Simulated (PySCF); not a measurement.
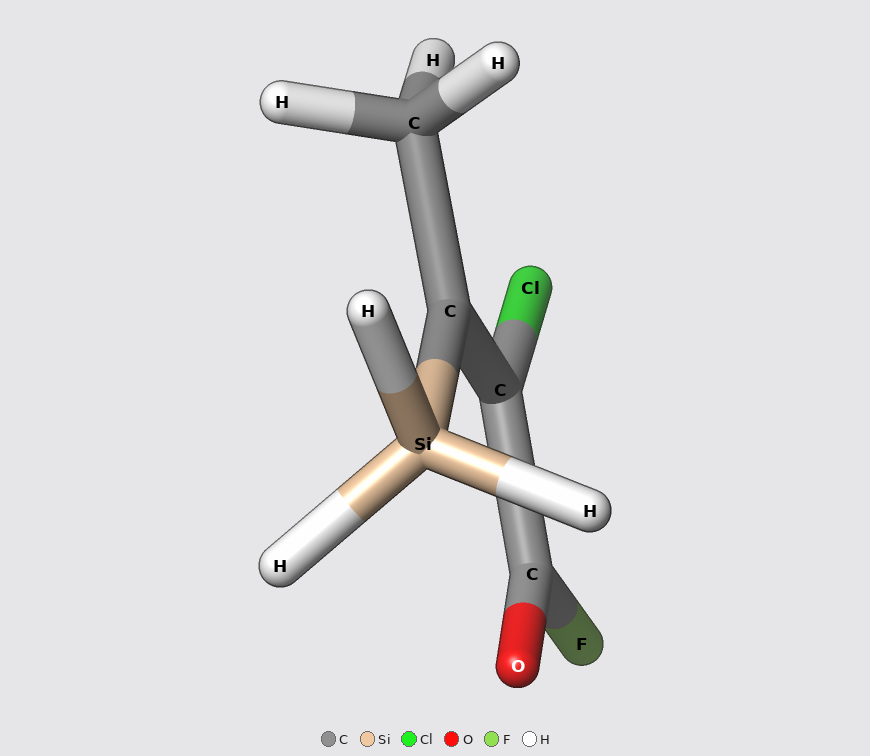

Computed geometry: GFN2-xTB optimisation. No frequency run is at hand to confirm it as a minimum. Properties computed with CAM-B3LYP/def2-SVPD, gas phase (PySCF 2.14.0). Excitations: vertical, linear response.

Computed properties:

The species is C4H6ClFOSi (`C/C([SiH3])=C(\Cl)C(=O)F`).
- dipole moment: 2.81 D
- HOMO energy (Kohn–Sham orbital): −9.33 eV
- LUMO energy (Kohn–Sham orbital): −1.33 eV
- HOMO–LUMO gap: 8.01 eV
- mean static polarisability: 92.7 bohr³
- lowest vertical singlet excitation: 5.18 eV
- its oscillator strength: 0.000
- brightest of the 8 lowest singlets: 5.19 eV
- its oscillator strength: 0.20

The geometry is semi-empirical. Around Si such bond lengths and angles can be off by a tenth of an ångström or more and by several degrees, and values that hang on the shape move with them.
